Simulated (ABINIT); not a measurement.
## PbIF (P4/nmm): G0W0 with ABINIT, start to end

How does a plane-wave GW calculation on PbIF (P4/nmm) run from the first input to the gap?

Program: ABINIT 10.8.3. Level of theory: LDA and many-body steps on it, plane waves. Results are calculated unless marked as measured.

## (1) Set-up

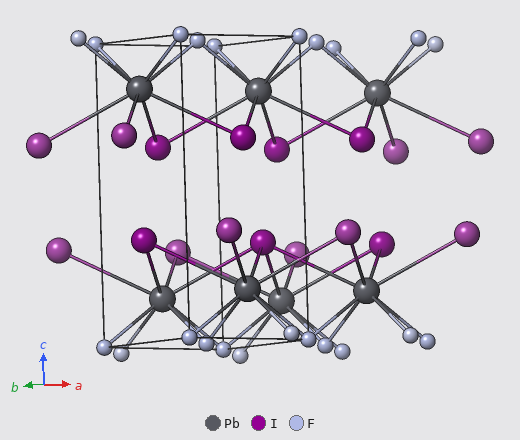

The cell as given, from a free direction (lead dark grey, iodine purple, fluorine light blue). 2×1×1 cells are drawn. Some periodic images of atoms are drawn too.

The cell and positions come from the Crystallography Open Database and are kept as given unless a step says otherwise. Spin-orbit coupling is left out unless a step names it.

## (2) Ground state

This step: ABINIT 10.8.3; DFT, LDA, plane waves, norm-conserving pseudopotentials.

The ground-state density comes first.

Input file run.abi:

```
acell 3*1.0 Angstrom
rprim 
  4.237400000000 0.000000000000 0.000000000000
  0.000000000000 4.237400000000 0.000000000000
  0.000000000000 0.000000000000 8.800000000000
ntypat 3
znucl 82 53 9
natom 6
typat 1 1 2 2 3 3
xred 
  0.500000000000 0.000000000000 0.163920000000
  0.000000000000 0.500000000000 0.836080000000
  0.500000000000 0.000000000000 0.662970000000
  0.000000000000 0.500000000000 0.337030000000
  0.000000000000 0.000000000000 0.000000000000
  0.500000000000 0.500000000000 0.000000000000
pp_dirpath "pseudos"
pseudos "Pb.upf, I.upf, F.upf"
ecut 36
ngkpt 4 4 2
nshiftk 1
shiftk 0 0 0
kptopt 1
chksymbreak 0
nband 53
occopt 1
tolvrs 1e-08
nstep 60
prtwf 0
optforces 0
optstress 0
indata_prefix "in"
outdata_prefix "out"
tmpdata_prefix "tmp"
```

The run is started by

```
> OMP_NUM_THREADS=1 mpirun -n 8 abinit run.abi > log
```

Numbers of over 12 decimals in the logs are rounded to 6 here.

Log:

```text
.Version 10.8.3 of ABINIT. v10.8.2 released Aug 2026.

 Symmetries : space group P4/n m m (#129); Bravais tP (primitive tetrag.)
================================================================================
 Values of the parameters that define the memory need of the present run
     intxc =       0    ionmov =       0      iscf =       7    lmnmax =       6
     lnmax =       6     mgfft =      90  mpssoang =       3    mqgrid =    4492
     natom =       6  nloc_mem =       1    nspden =       1   nspinor =       1
    nsppol =       1      nsym =      16    n1xccc =    2501    ntypat =       3
    occopt =       1   xclevel =       1
-    mband =          53        mffmem =           1         mkmem =           2
       mpw =       11022          nfft =      182250          nkpt =          12
================================================================================
  Rough estimation (10% accuracy) of disk space for files :
================================================================================

--------------------------------------------------------------------------------
------------- Echo of variables that govern the present computation ------------
--------------------------------------------------------------------------------
 -outvars: echo values of preprocessed input variables --------
            acell      1.8897261259E+00  1.8897261259E+00  1.8897261259E+00 Bohr

      chksymbreak           0
             ecut      3.60000000E+01 Hartree
-          fftalg         312

              ixc       -1012
              kpt      0.00000000E+00  0.00000000E+00  0.00000000E+00
                       2.50000000E-01  0.00000000E+00  0.00000000E+00
                       5.00000000E-01  0.00000000E+00  0.00000000E+00
                       2.50000000E-01  2.50000000E-01  0.00000000E+00
                       5.00000000E-01  2.50000000E-01  0.00000000E+00
                       5.00000000E-01  5.00000000E-01  0.00000000E+00
                       0.00000000E+00  0.00000000E+00  5.00000000E-01
                       2.50000000E-01  0.00000000E+00  5.00000000E-01
                       5.00000000E-01  0.00000000E+00  5.00000000E-01
                       2.50000000E-01  2.50000000E-01  5.00000000E-01
                       5.00000000E-01  2.50000000E-01  5.00000000E-01
[...]
kptrlatt        4    0    0      0    4    0      0    0    2
          kptrlen      3.20301019E+01
P           mkmem           2
            natom           6
            nband          53
            ngfft          45      45      90
             nkpt          12
            nstep          60
             nsym          16
           ntypat           3
              occ      2.000000  2.000000  2.000000  2.000000  2.000000  2.000000
                       2.000000  2.000000  2.000000  2.000000  2.000000  2.000000
                       2.000000  2.000000  2.000000  2.000000  2.000000  2.000000
                       2.000000  2.000000  2.000000  2.000000  2.000000  2.000000
                       2.000000  2.000000  2.000000  2.000000  2.000000  2.000000
                       2.000000  2.000000  2.000000  2.000000  2.000000  2.000000
                       2.000000  2.000000  2.000000  2.000000  2.000000  2.000000
                       2.000000  2.000000  2.000000  2.000000  0.000000  0.000000
                       0.000000  0.000000  0.000000  0.000000  0.000000
        optforces           0
        optstress           0
            prtwf           0
            rprim      4.2374000000E+00  0.0000000000E+00  0.0000000000E+00
[...]
spgroup         129

           tolvrs      1.00000000E-08

             xred      5.0000000000E-01  0.0000000000E+00  1.6392000000E-01
[...]
znucl       82.00000   53.00000    9.00000

================================================================================

 chkinp: Checking input parameters for consistency.

================================================================================
== DATASET  1 ==================================================================
-   mpi_nproc: 8, omp_nthreads: 1 (-1 if OMP is not activated)
-    --> not optimal distribution: autoparal keyword recommended in input file <--

--- !DatasetInfo
iteration_state: {dtset: 1, }
dimensions: {natom: 6, nkpt: 12, mband: 53, nsppol: 1, nspinor: 1, nspden: 1, mpw: 11022, }
cutoff_energies: {ecut:  36.0, pawecutdg:  -1.0, }
electrons: {nelect:   9.20000000E+01, charge:   0.00000000E+00, occopt:   1.00000000E+00, tsmear:   1.00000000E-02, }

 Real(R)+Recip(G) space primitive vectors, cartesian coordinates (Bohr,Bohr^-1):
 R(1)=  8.0075255  0.0000000  0.0000000  G(1)=  0.1248825  0.0000000  0.0000000
 R(2)=  0.0000000  8.0075255  0.0000000  G(2)=  0.0000000  0.1248825  0.0000000
 R(3)=  0.0000000  0.0000000 16.6295899  G(3)=  0.0000000  0.0000000  0.0601338
 Unit cell volume ucvol=  1.0662970E+03 bohr^3
 Angles (23,13,12)=  9.00000000E+01  9.00000000E+01  9.00000000E+01 degrees

 getcut: wavevector=  0.0000  0.0000  0.0000  ngfft=  45  45  90
         ecut(hartree)=     36.000   => boxcut(ratio)=   2.00375

--- Pseudopotential description ------------------------------------------------
- Pb Generated using ONCVPSP code by D. R. Hamann
- 82.00000  22.00000  180309                  znucl, zion, pspdat
[...]
12 -1012 2 -1 1182                            pspcod,pspxc,lmax,lloc,mmax
     nproj     2     2     2
  pspatm : epsatm=   39.11250345
         --- l  ekb(1:nproj) -->
[...]
pspatm: atomic psp has been read  and splines computed

- F Generated using ONCVPSP code by D. R. Hamann
-  9.00000   7.00000  201202                  znucl, zion, pspdat
12 -1012 2 -1 824                             pspcod,pspxc,lmax,lloc,mmax
     nproj     2     2     1
  pspatm : epsatm=    4.94580260
         --- l  ekb(1:nproj) -->
[...]
2   -2.364936
 pspatm: atomic psp has been read  and splines computed

   1.31317291E+04                                ecore*ucvol(ha*bohr**3)
--------------------------------------------------------------------------------

_setup2: Arith. and geom. avg. npw (full set) are   10997.406   10997.386

================================================================================

--- !BeginCycle
iteration_state: {dtset: 1, }
solver: {iscf: 7, nstep: 60, nline: 4, wfoptalg: 0, }
tolerances: {tolvrs: 1.00E-08, }

     iter   Etot(hartree)      deltaE(h)  residm     vres2
 ETOT  1  -715.45359321066    -7.155E+02 2.740E-01 4.723E+02
 ETOT  2  -716.58299589829    -1.129E+00 2.622E-02 1.341E+02
 ETOT  3  -716.60872540711    -2.573E-02 2.257E-03 2.956E+02
 ETOT  4  -716.62432067771    -1.560E-02 5.654E-04 9.835E+01
 ETOT  5  -716.62851797159    -4.197E-03 3.655E-04 1.492E+01
 ETOT  6  -716.62921431518    -6.963E-04 1.417E-04 2.367E-01
 ETOT  7  -716.62922478203    -1.047E-05 1.136E-04 2.412E-01
 ETOT  8  -716.62923417580    -9.394E-06 4.720E-05 3.124E-04
 ETOT  9  -716.62923421332    -3.752E-08 4.179E-05 1.424E-05
 ETOT 10  -716.62923421518    -1.861E-09 4.803E-05 1.083E-06
 ETOT 11  -716.62923421527    -8.720E-11 5.383E-05 2.091E-07
 ETOT 12  -716.62923421527    -1.023E-12 5.981E-05 1.241E-09

 At SCF step   12       vres2   =  1.24E-09 < tolvrs=  1.00E-08 =>converged.

--- !ResultsGS
iteration_state: {dtset: 1, }
comment   : Summary of ground state results
lattice_vectors:
- [  8.0075255,   0.0000000,   0.0000000, ]
- [  0.0000000,   8.0075255,   0.0000000, ]
- [  0.0000000,   0.0000000,  16.6295899, ]
lattice_lengths: [   8.00753,    8.00753,   16.62959, ]
lattice_angles: [ 90.000,  90.000,  90.000, ] # degrees, (23, 13, 12)
lattice_volume:   1.0662970E+03
convergence: {deltae: -1.023E-12, res2:  1.241E-09, residm:  5.981E-05, diffor:  0.000E+00, }
etotal    :  -7.16629234E+02
entropy   :   0.00000000E+00
fermie    :   1.50039206E-01
cartesian_stress_tensor: null
pressure_GPa: null
xred      :
- [  5.0000E-01,   0.0000E+00,   1.6392E-01, Pb]
- [  0.0000E+00,   5.0000E-01,   8.3608E-01, Pb]
- [  5.0000E-01,   0.0000E+00,   6.6297E-01,  I]
- [  0.0000E+00,   5.0000E-01,   3.3703E-01,  I]
- [  0.0000E+00,   0.0000E+00,   0.0000E+00,  F]
- [  5.0000E-01,   5.0000E-01,   0.0000E+00,  F]
cartesian_forces: null
force_length_stats: {min: null, max: null, mean: null, }

 Integrated electronic density in atomic spheres:
 ------------------------------------------------
 Atom  Sphere_radius  Integrated_density
[...]
================================================================================

 ----iterations are completed or convergence reached----

 Mean square residual over all n,k,spin=   13.277E-08; max=  59.813E-06
 reduced coordinates (array xred) for    6 atoms
[...]
0.000000000000      0.500000000000      0.836080000000
       0.500000000000      0.000000000000      0.662970000000
       0.000000000000      0.500000000000      0.337030000000
       0.000000000000      0.000000000000      0.000000000000
       0.500000000000      0.500000000000      0.000000000000
 rms dE/dt=  0.0000E+00; max dE/dt=  0.0000E+00; dE/dt below (all hartree)
    1       0.000000000000      0.000000000000      0.000000000000
    2       0.000000000000      0.000000000000      0.000000000000
    3       0.000000000000      0.000000000000      0.000000000000
    4       0.000000000000      0.000000000000      0.000000000000
    5       0.000000000000      0.000000000000      0.000000000000
    6       0.000000000000      0.000000000000      0.000000000000

 cartesian coordinates (angstrom) at end:
    1      2.118700     0.000000     1.442496
    2      0.000000     2.118700     7.357504
    3      2.118700     0.000000     5.834136
    4      0.000000     2.118700     2.965864
    5      0.000000     0.000000     0.000000
    6      2.118700     2.118700     0.000000
 length scales=  1.889726125908  1.889726125908  1.889726125908 bohr
              =  1.000000000000  1.000000000000  1.000000000000 angstroms
 prteigrs : about to open file out_EIG
 Fermi (or HOMO) energy (hartree) =   0.15004   Average Vxc (hartree)=  -0.37209
 Eigenvalues (hartree) for nkpt=  12  k points:
 kpt#   1, nband= 53, wtk=  0.03125, kpt=  0.0000  0.0000  0.0000 (reduced coord)
  -4.96493   -4.96492   -2.81742   -2.81741   -2.81630   -2.81630   -2.81630   -2.81630
  -1.45570   -1.45569   -1.45565   -1.45564   -1.45468   -1.45468   -1.45466   -1.45466
  -1.45435   -1.45434   -0.66946   -0.65619   -0.44283   -0.44283   -0.44275   -0.44224
  -0.44183   -0.44105   -0.44105   -0.44031   -0.43976   -0.43729   -0.29147   -0.28025
  -0.12746   -0.09622   -0.03213   -0.03213    0.00842    0.01660    0.01660    0.04207
   0.08948    0.10810    0.10810    0.11937    0.11937    0.13852    0.22319    0.26870
   0.33284    0.33284    0.34213    0.34213    0.35275
 prteigrs : prtvol=0 or 1, do not print more k-points.

--- !EnergyTerms
iteration_state     : {dtset: 1, }
comment             : Components of total free energy in Hartree
kinetic             :  2.71556803729210E+02
hartree             :  2.18444933441798E+02
xc                  : -1.38548582523361E+02
Ewald energy        : -3.68694755013308E+02
psp_core            :  1.23152637599453E+01
local_psp           : -6.67388181480638E+02
non_local_psp       : -4.43147161289127E+01
total_energy        : -7.16629234215266E+02
total_energy_eV     : -1.95004748873932E+04
band_energy         : -9.45987529882552E+01

== END DATASET(S) ==============================================================
================================================================================

 -outvars: echo values of variables after computation  --------
           etotal     -7.1662923422E+02
            nband          53
             nkpt          12
          spgroup         129
 [... the other variables as echoed above ...]

 Calculation completed.
```

The job ended after 48 s (8 MPI ranks of AMD EPYC 9B14 (Zen 4), shared host; peak memory 0.96 GiB).

Numbers from this step:

* total energy: -19500.4749 eV
* gap: 1.560 eV
* k of the valence top: 0, 0, 0.5
* k of the conduction bottom: 0, 0, 0.5
* least direct gap: 1.560 eV

The gap is direct, at (0.000, 0.000, 0.500).

[end of part 1 of 3]

[Paths, hosts, dates, memory and timing lines, banners, echoed tables and standing remarks are left out of the program output.]

[Logs are printed without paths, hosts, clocks, repeated set-up lines and the standing remarks that a program may print on its own settings, such as how far it seeks lower states.]

[Runs of the session that timed out or met a known fault of the program may be left out.]

[Hosts, paths, dates, database ids (printed as entryN), source tags and the programs' standing remarks are cut or masked in the printed files.]

[G0W0 gaps are taken among the corrected bands and points alone; a level outside them can change the order at an edge.]

[Where Ansatz stands beside ABINIT at settings called matched, ABINIT's density can come from a denser mesh and the files from another edition; pairs whose starting gaps differed by over 0.03 eV were left out, so agreement reads better than it is.]
